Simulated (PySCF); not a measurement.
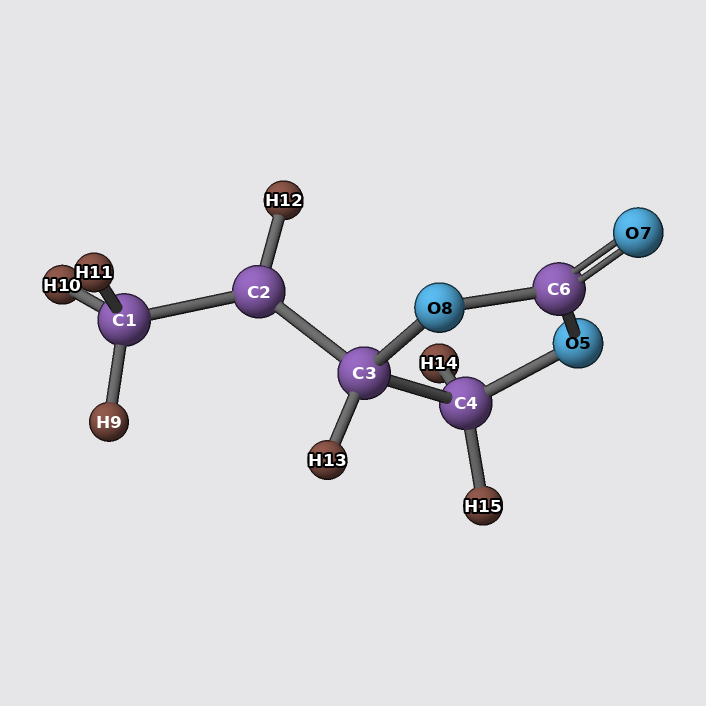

The questions are on Mulliken spin populations. State: neutral, doublet. The geometry was computed by an optimisation with GFN2-xTB. No frequency run is at hand to confirm it as a minimum. Level of theory: UKS B3LYP, pcH-1 on C H O, non-relativistic (PySCF 2.14.0).

Give the Mulliken spin populations atom by atom.

```csv
atom,value (e)
C1,−0.08
C2,1.00
C3,−0.05
C4,0.03
O5,0.01
C6,0.00
O7,0.01
O8,0.03
H9,0.01
H10,0.02
H11,0.07
H12,−0.04
H13,0.00
H14,0.00
H15,0.00
```

Mulliken values depend strongly on the basis set.
